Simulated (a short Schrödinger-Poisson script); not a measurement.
System: symmetric double-gate stack, SiO2 on p-type Si(110), at 300 K.

| layer | material | thickness (nm) | Na (cm⁻³) |
|---|---|---|---|
| 1 | SiO2 | 0.9 | - |
| 2 | Si | 4 | 6e15 |
| 3 | SiO2 | 0.9 | - |

The device is made up for the run: typed textbook-type constants, with dimensions and the other settings drawn at random. SiO2: permittivity 3.9, conduction-band edge (eV) 3.15, gap (eV) 9, electron mass (mₑ) 0.5. Si: permittivity 11.7, conduction-band edge (eV) 0, gap (eV) 1.124, Nv at 300 K (cm⁻³) 3.1e19.

Channel valleys (confinement mass, in-plane density-of-states mass, number): Δ4 0.315, 0.324, 4; Δ2 0.19, 0.417, 2. At the gates, both at one voltage, the conduction-band edge of layer 1 lies 3.6 eV − eVg above the Fermi level of the channel. Gaps are held at their typed values at every temperature. Mesh 0.03 nm at interfaces.

Solved with a short Schrödinger-Poisson script written for these runs: 1D Poisson equation in equilibrium, electrons quantum, Hartree (BenDaniel-Duke, 12 states a valley, the channel's in-plane mass for all, wave functions free to enter the dielectric), parabolic valleys, classical holes, full ionisation, no traps, pinning or gate leakage.

Only gate voltages with over 1e8 electrons/cm² are shown.

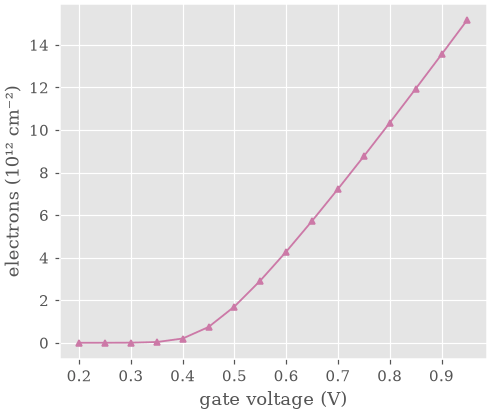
*Sheet density against gate voltage*

```csv
Vg (V),electrons (cm⁻²),C (μF/cm²),Δ4 E0 (meV),Δ4 E1 (meV),Δ2 E0 (meV),Δ2 E1 (meV)
0.2,1.10e8,< 0.003,309.2,486.8,335.7,595.6
0.25,7.61e8,0.00480,259.3,436.8,285.7,545.6
0.3,5.24e9,0.0329,209.4,386.9,235.9,495.8
0.35,3.50e10,0.212,160.3,337.7,186.7,446.6
0.4,2.00e11,1.02,115.1,292.2,141.5,400.9
0.45,7.43e11,2.50,80.8,256.8,107.1,365.3
0.5,1.70e12,3.58,58.8,232.6,84.9,340.8
0.55,2.92e12,4.18,44.1,215.3,69.9,323.0
0.6,4.28e12,4.52,33.4,201.8,58.9,308.9
0.65,5.73e12,4.73,25.0,190.4,50.2,296.9
0.7,7.23e12,4.88,18.1,180.4,43.0,286.4
0.75,8.77e12,4.99,12.1,171.4,36.8,276.8
0.8,1.03e13,5.07,6.9,163.1,31.3,267.9
0.85,1.19e13,5.14,2.2,155.3,26.3,259.6
0.9,1.35e13,5.20,-2.1,148.0,21.8,251.7
0.95,1.52e13,5.26,-6.0,141.1,17.6,244.2
```

Subbands count from the Fermi level. The capacitance is that of both gates.
